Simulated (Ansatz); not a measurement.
GeH₄O···NH₃

The calculation's input:

```
crystal:
  periodic: [false, false, false]
  atoms:
    - { symbol: Ge, position_ang: [-0.646101, 0.786823, -0.777579] }
    - { symbol: O, position_ang: [-0.167453, 1.263424, 0.940689] }
    - { symbol: H, position_ang: [-0.194347, -0.575222, -1.348527] }
    - { symbol: H, position_ang: [-2.207695, 0.809118, -0.804764] }
    - { symbol: H, position_ang: [-0.050748, 1.939275, -1.625959] }
    - { symbol: H, position_ang: [1.177364, -0.550722, 1.110242] }
    - { symbol: "N", position_ang: [1.170729, -1.472068, 0.66654] }
    - { symbol: H, position_ang: [-0.825778, 0.903864, 1.564133] }
    - { symbol: H, position_ang: [0.189865, -1.746532, 0.552212] }
    - { symbol: H, position_ang: [1.554165, -1.35806, -0.277088] }
basis:
  gaussian: { orbitals: def2-SVP }
hamiltonian:
  xc: revpbe
relax:
  f_tol: 0.03
  max_steps: 50
output:
  orbitals: {}
```

Launched as:

```sh
ansatz run input.yaml --threads 2 --pin off --max-ram 3072MiB --backend cpu --events-out ev --progress --plain --runs-dir out
```

The fields are those of the relaxed geometry.

These are results of Ansatz 0.2.0, RKS revPBE/def2-SVP, not measurements.

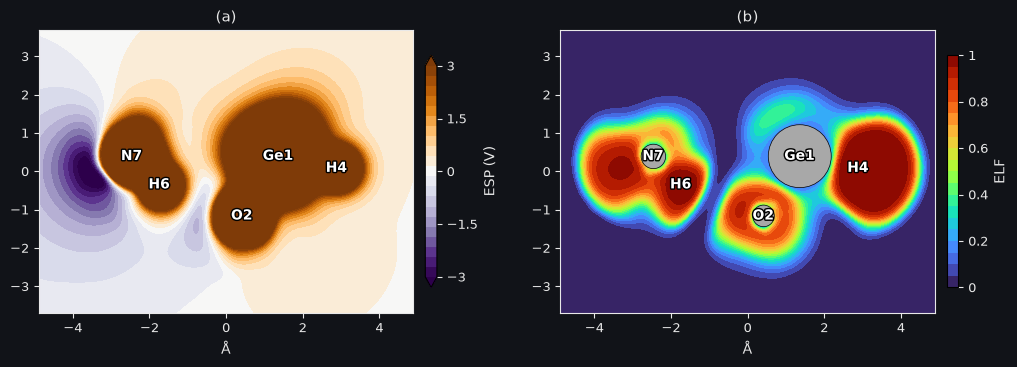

Figure 1. (a) molecular electrostatic potential; (b) ELF on the plane of atoms O2, Ge1 and H4. Grey discs cover the atomic cores in the ELF map.

### Interpret the plot.

Atoms in the plane: Ge, O, H and N. O2···H6 (2.30 Å): the ELF dips to about 0.05 between them; by its geometry a hydrogen bond between the two molecules, with no shared pair. Ge–O (1.82 Å): the ELF peaks at about 0.85 in the valence shell of O, 0.6 Å from its nucleus, and is about 0.35 at the midpoint. N–H (1.03 Å): the ELF climbs to about 1 towards the hydrogen, as it does in any bond to H: an ordinary covalent bond to hydrogen. Ge–H (1.56 Å): the ELF climbs to about 1 towards the hydrogen. The ELF also peaks beside N7, away from the bonds: lone-pair regions. Outside the dense part of the complex the potential is most negative (−3.5 V) near N7.

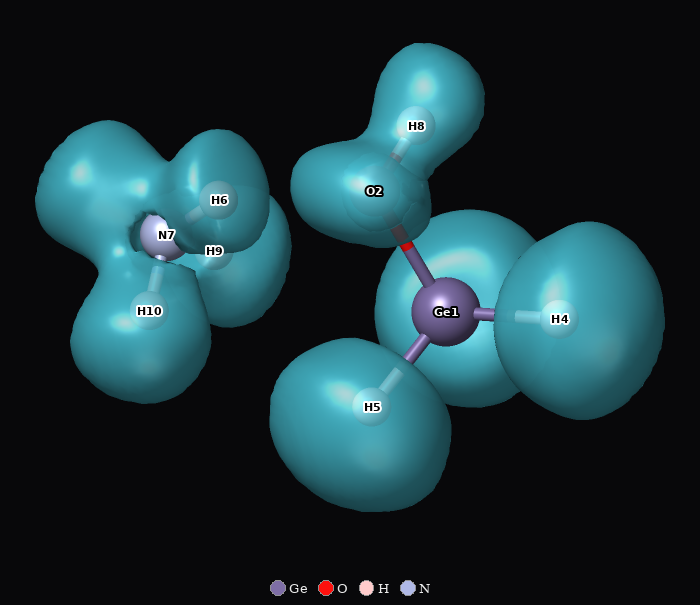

Figure 2. Isosurface of the ELF at 0.75 (cyan), seen at a tilt. Only the valence region is drawn (cores and ρ < 0.01 e/Å³ removed).

### What do the ELF domains correspond to?

At this value the surface marks out three regions around hydrogen nuclei, one joined region spread over several atoms (H, N), in which their bonds and any lone pairs are merged and one joined region spread over several atoms (H, O), in which their bonds and any lone pairs are merged.

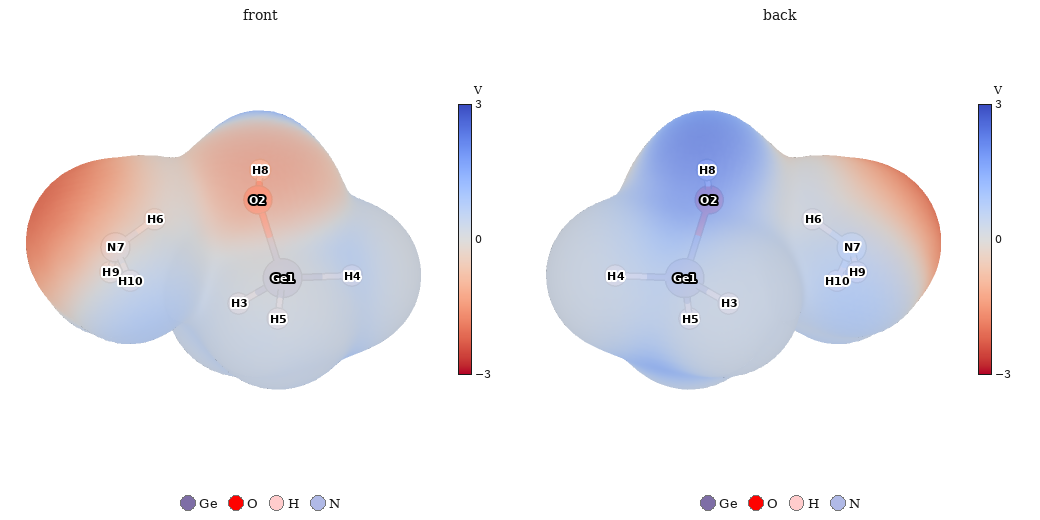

Figure 3. The molecular electrostatic potential painted on the density surface at 0.001 e/bohr³, seen from the front and from behind; red is negative and blue positive.

### Where is the surface potential most negative and most positive?

The most negative region (about −2.0 V) lies over N7, the most positive (about +1.9 V) over H8. N7 is the likeliest acceptor of a hydrogen bond.
